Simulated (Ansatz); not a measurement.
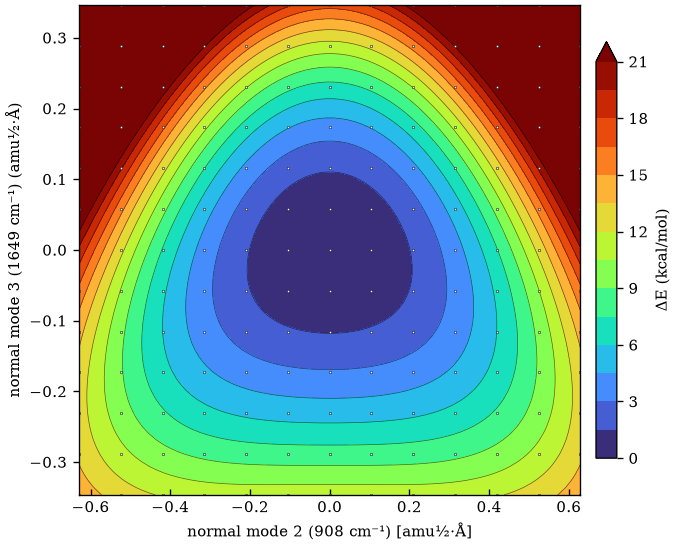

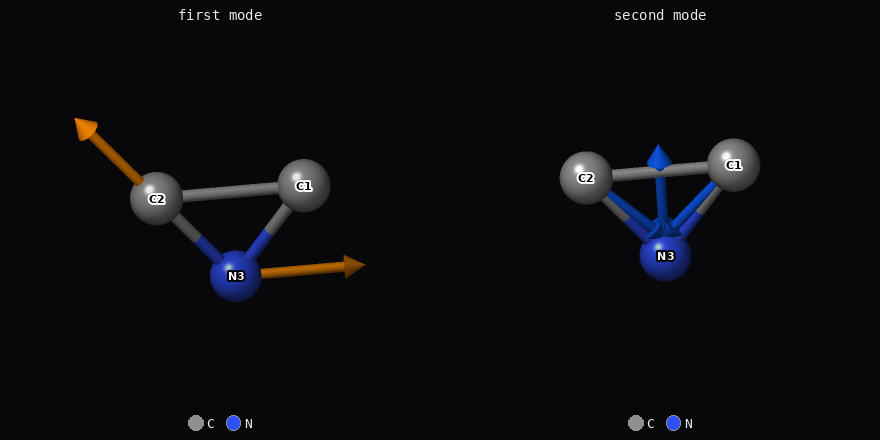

Energy landscape of C₂N, spin multiplicity 2. First axis: normal mode 2 (908 cm⁻¹). Second axis: normal mode 3 (1649 cm⁻¹). Nothing is relaxed (straight displacements along the two mass-weighted modes). The scan uses a 13 × 13 grid; 91 points were computed and 78 follow by symmetry. Points are written as (first, second). Energies are in kcal/mol, from the lowest grid point. Theory: UKS r2SCAN0-D4/def2-TZVP in Ansatz 0.2.0.

In the figure: filled contours, dots at the grid points, one colour for all values above the top of the scale. Between grid points the surface is interpolated. The second picture is the structure at the lowest point

Describe this landscape.

Answer. The lowest grid point is at (0.000 amu½·Å, 0.000 amu½·Å). It is the only kind of minimum in the scanned range. The highest grid point, (−0.629 amu½·Å, 0.346 amu½·Å), lies 67.1 kcal/mol above the lowest.

The values on the grid:

| normal mode 3 (1649 cm⁻¹) ↓, normal mode 2 (908 cm⁻¹) → | −0.629 | −0.524 | −0.419 | −0.315 | −0.210 | −0.105 | 0.000 | 0.105 | 0.210 | 0.315 | 0.419 | 0.524 | 0.629 |
| --- | --- | --- | --- | --- | --- | --- | --- | --- | --- | --- | --- | --- | --- |
| 0.346 | 67.1 | 50.5 | 37.8 | 28.4 | 22.0 | 18.3 | 17.0 | 18.3 | 22.0 | 28.4 | 37.8 | 50.5 | 67.1 |
| 0.289 | 54.9 | 40.4 | 29.3 | 21.2 | 15.6 | 12.5 | 11.4 | 12.5 | 15.6 | 21.2 | 29.3 | 40.4 | 54.9 |
| 0.231 | 44.6 | 32.0 | 22.4 | 15.4 | 10.6 | 7.9 | 7.1 | 7.9 | 10.6 | 15.4 | 22.4 | 32.0 | 44.6 |
| 0.173 | 36.1 | 25.2 | 16.9 | 10.9 | 6.9 | 4.6 | 3.8 | 4.6 | 6.9 | 10.9 | 16.9 | 25.2 | 36.1 |
| 0.116 | 29.1 | 19.7 | 12.6 | 7.5 | 4.2 | 2.3 | 1.6 | 2.3 | 4.2 | 7.5 | 12.6 | 19.7 | 29.1 |
| 0.058 | 23.5 | 15.5 | 9.5 | 5.2 | 2.4 | 0.9 | 0.4 | 0.9 | 2.4 | 5.2 | 9.5 | 15.5 | 23.5 |
| 0.000 | 19.2 | 12.4 | 7.4 | 3.9 | 1.6 | 0.4 | 0.0 | 0.4 | 1.6 | 3.9 | 7.4 | 12.4 | 19.2 |
| −0.058 | 16.1 | 10.4 | 6.3 | 3.4 | 1.6 | 0.7 | 0.4 | 0.7 | 1.6 | 3.4 | 6.3 | 10.4 | 16.1 |
| −0.116 | 14.1 | 9.4 | 6.0 | 3.7 | 2.4 | 1.7 | 1.4 | 1.7 | 2.4 | 3.7 | 6.0 | 9.4 | 14.1 |
| −0.173 | 13.0 | 9.2 | 6.5 | 4.8 | 3.8 | 3.3 | 3.1 | 3.3 | 3.8 | 4.8 | 6.5 | 9.2 | 13.0 |
| −0.231 | 12.7 | 9.7 | 7.7 | 6.4 | 5.8 | 5.5 | 5.4 | 5.5 | 5.8 | 6.4 | 7.7 | 9.7 | 12.7 |
| −0.289 | 13.3 | 11.0 | 9.5 | 8.7 | 8.3 | 8.2 | 8.1 | 8.2 | 8.3 | 8.7 | 9.5 | 11.0 | 13.3 |
| −0.346 | 14.5 | 12.8 | 11.9 | 11.4 | 11.3 | 11.3 | 11.4 | 11.3 | 11.3 | 11.4 | 11.9 | 12.8 | 14.5 |

Each point was launched as `ansatz run input.yaml --threads 1 --pin off --max-ram 2560MiB --backend cpu --events-out ev --progress --plain --runs-dir out`. The whole map (91 points run) took 8.9 min on 1 thread of Arm Neoverse V1, on a shared host.
